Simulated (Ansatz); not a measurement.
# Lattice dynamics of GaIr (Pm-3m), part 2 of 2

The cell of GaIr (Pm-3m) is at rest. What are its phonons? After the zone centre comes a 4×4×4 q mesh on a 12×12×12 k mesh.

Ansatz 0.2.0; DFT PBEsol, scalar-relativistic, plane waves, norm-conserving pseudopotentials.

So far. Step 2 (Linear response at the zone centre): Before it was imposed, the acoustic sum rule was missed by 2.1e-4 eV/Å². Small misses are needed for a sound result but don't prove that mesh and cutoff are converged. The lowest optical mode is real, 177 cm⁻¹.

### Step 3. Response at finite wavevector (continued)

The partial phonon density of states has structure finer than the step of the table below, so its rows give means over 10 cm⁻¹, whole bins alone (the curve runs from -10 to 279 cm⁻¹). Peaks (cm⁻¹: height): Ga 117.4: 0.0130, 175.6: 0.0405, 192.0: 0.0293, 219.2: 0.0469; Ir 99.2: 0.0521, 119.2: 0.0553, 222.9: 0.0095.

Phonopy on the run's constants, 19x19x19 mesh, Gaussian sigma 2.1 cm-1. Interpolated from a 4×4×4 q mesh. The partial phonon density of states by wavenumber; means over each step; values in 1/cm⁻¹/cell:

| wavenumber (cm⁻¹) | Ga | Ir |
| --- | --- | --- |
| 0 | 1.1e-5 | 3.5e-5 |
| 10 | 3.8e-5 | 1.1e-4 |
| 20 | 1.2e-4 | 3.5e-4 |
| 30 | 3.5e-4 | 0.00109 |
| 40 | 5.9e-4 | 0.00207 |
| 50 | 8.9e-4 | 0.00354 |
| 60 | 0.00144 | 0.00661 |
| 70 | 0.00199 | 0.0112 |
| 80 | 0.00323 | 0.0242 |
| 90 | 0.00476 | 0.0458 |
| 100 | 0.00506 | 0.0466 |
| 110 | 0.00671 | 0.0324 |
| 120 | 0.0105 | 0.0485 |
| 130 | 0.00457 | 0.0267 |
| 140 | 0.00145 | 0.00704 |
| 150 | 0.00381 | 0.00151 |
| 160 | 0.0141 | 7.0e-4 |
| 170 | 0.0326 | 0.00281 |
| 180 | 0.0333 | 0.00546 |
| 190 | 0.0261 | 0.00552 |
| 200 | 0.0264 | 0.00668 |
| 210 | 0.0365 | 0.00770 |
| 220 | 0.0459 | 0.00910 |
| 230 | 0.0240 | 0.00386 |
| 240 | 0.00895 | 4.1e-4 |
| 250 | 0.00516 | 1.3e-4 |
| 260 | 0.00162 | 1.6e-5 |
| 270 | 7.7e-6 | 0 |

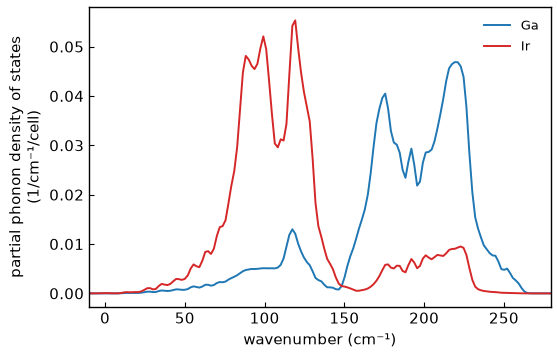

Partial phonon density of states against wavenumber.

Second derivatives of the energy by pair, one row for each kind of neighbour of each atom listed. Each entry sums the pair over the periodic images of the supercell that the q mesh stands for, and in a polar crystal it holds the long-range dipole part too. Force constants by pair, by row:

```csv
atom,neighbour,distance (Å),third of the trace (eV/Å²),along the pair's line (eV/Å²)
Ga1,itself,0,9.38,–
Ga1,Ir,2.616,-0.7795,-2.657
Ga1,Ga,3.02,-0.1694,-1.319
Ga1,Ga,4.272,-0.0357,-0.3017
Ga1,Ir,5.009,0.0059,0.0887
Ga1,Ga,5.232,-0.1882,-0.5114
Ga1,Ga,6.041,0.0215,-0.1227
Ga1,Ir,6.583,0.0097,0.0244
Ga1,Ga,6.754,-0.0108,-0.0499
Ir2,itself,0,10.72,–
Ir2,Ga,2.616,-0.7795,-2.657
Ir2,Ir,3.02,-0.7187,-2.708
Ir2,Ir,4.272,-0.0915,-0.2667
Ir2,Ga,5.009,0.0059,0.0887
Ir2,Ir,5.232,0.0845,0.2496
Ir2,Ir,6.041,0.1127,0.3726
Ir2,Ga,6.583,0.0097,0.0244
Ir2,Ir,6.754,-0.0637,-0.13
```

Harmonic thermodynamic functions per atom, from the density of states. Interpolated from a 4×4×4 q mesh. Thermodynamic functions, by row:

```csv
T (K),F_vib (meV/atom),S (J/mol-atom/K),C_V (J/mol-atom/K)
0,28.16,0,0
50,27.68,3.435,7.828
100,23.68,12.06,16.92
200,3.47,25.97,22.4
300,-28.59,35.36,23.75
400,-68.97,42.27,24.26
500,-115.7,47.71,24.5
600,-167.5,52.19,24.64
700,-223.7,56,24.72
800,-283.4,59.3,24.77
900,-346.4,62.22,24.8
1000,-412.3,64.83,24.83
```

Harmonic mean-square displacement, third of the trace. Interpolated from a 4×4×4 q mesh. Mean square displacements, by row:

| T (K) | Ga1 U_eq (Å²) | Ir2 U_eq (Å²) |
| --- | --- | --- |
| 0 | 0.00141 | 8.50e-4 |
| 100 | 0.0019 | 0.00152 |
| 300 | 0.00435 | 0.00404 |
| 600 | 0.00841 | 0.00798 |

Symmetry leaves 10 wavevectors to solve. The lowest mode among them, the acoustic zeros apart, lies at q = (0, 0, 0.25) and is real, 58.3 cm⁻¹.

### Step 4. Another isotope

An isotope changes the mass and not the force constants, so no new electronic calculation is needed; the shifts show which modes move this element.

The same force constants with the mass of Ga changed from 69.723 to 70.925 u (phonopy, no LO-TO term). Both lists are sorted by frequency; levels can cross, so a row need not hold one and the same mode. Modes under 3 cm⁻¹ are left out. Isotope shifts, by row:

| q | rank | natural mass (cm⁻¹) | changed mass (cm⁻¹) |
| --- | --- | --- | --- |
| 0 0 0 | 4 | 177.3 | 176.2 |
| 0 0 0 | 5 | 177.3 | 176.2 |
| 0 0 0 | 6 | 177.3 | 176.2 |
| 0 0 0.25 | 1 | 58.28 | 58.21 |
| 0 0 0.25 | 2 | 58.28 | 58.21 |
| 0 0 0.25 | 3 | 112.9 | 112.8 |
| 0 0 0.25 | 4 | 174.3 | 173 |
| 0 0 0.25 | 5 | 174.3 | 173 |
| 0 0 0.25 | 6 | 231.3 | 229.5 |
| 0 0 -0.5 | 1 | 87.05 | 87.05 |
| 0 0 -0.5 | 2 | 87.05 | 87.05 |
| 0 0 -0.5 | 3 | 160.5 | 160.5 |
| 0 0 -0.5 | 4 | 169.9 | 168.4 |
| 0 0 -0.5 | 5 | 169.9 | 168.4 |
| 0 0 -0.5 | 6 | 261.7 | 259.5 |
| 0 0.25 0.25 | 1 | 73.33 | 73.27 |
| 0 0.25 0.25 | 2 | 83.01 | 82.81 |
| 0 0.25 0.25 | 3 | 125.9 | 125.9 |
| 0 0.25 0.25 | 4 | 166.8 | 165.5 |
| 0 0.25 0.25 | 5 | 205.5 | 204.2 |
| 0 0.25 0.25 | 6 | 218.3 | 216.4 |

A mode of this element alone would shift by -0.85 %. The highest zone-centre frequency without the field goes from 177.3 to 176.2 cm⁻¹ (-0.6 %). The product of the frequency ratios over all optical modes at Γ is 0.982; the product rule, (m/m′)^(3k/2) (M′/M)^(3/2) with k = 1 such atoms and M the mass of the cell, gives 0.981.

### Step 5. What came out

| Quantity | Value |
| --- | --- |
| space group (within 0.01 Å) | Pm-3m |
| volume per atom | 13.8 Å³ |
| electronic character | no gap on this mesh |
| highest optical mode at the zone centre (no LO-TO term) | 177 cm⁻¹ |
| lowest optical zone-centre mode | 177 cm⁻¹ |
| lowest mode on the q mesh (acoustic modes at Γ apart) | 58.3 cm⁻¹ |
| highest frequency on the path or at a solved wavevector | 262 cm⁻¹ |
| zero-point energy per atom | 28.2 meV |
| heat capacity at 300 K | 23.8 J/(mol atoms K) |
| vibrational entropy at 300 K | 35.4 J/(mol atoms K) |
| Debye temperature (second moment) | 299 K |
| imaginary modes on the 4×4×4 q mesh | none |

In words: The structure is a minimum as far as tested: no mode is imaginary at the 10 irreducible wavevectors of the 4×4×4 mesh, and the softest away from the acoustic zeros lies at 58 cm⁻¹. The optical modes at Γ form one degenerate level at 177 cm⁻¹. The highest mode in this list at Γ, 177.3 cm⁻¹, is mostly motion of Ga (73 % of the kinetic energy). With no gap, or one that is small against the smearing, the frequencies hang on the k mesh and the smearing, most of all near Kohn anomalies. Spin-orbit coupling is left out, which can matter for the heavy elements here. These are harmonic frequencies at zero temperature: anharmonic shifts, linewidths and thermal expansion are left out.

[Logs are printed without paths, hosts, clocks, repeated set-up lines and the standing remarks that a program may print on its own settings, such as how far it seeks lower states.]

[Hosts, paths, dates, database ids (printed as entryN), source tags and the programs' standing remarks are cut or masked in the printed files.]
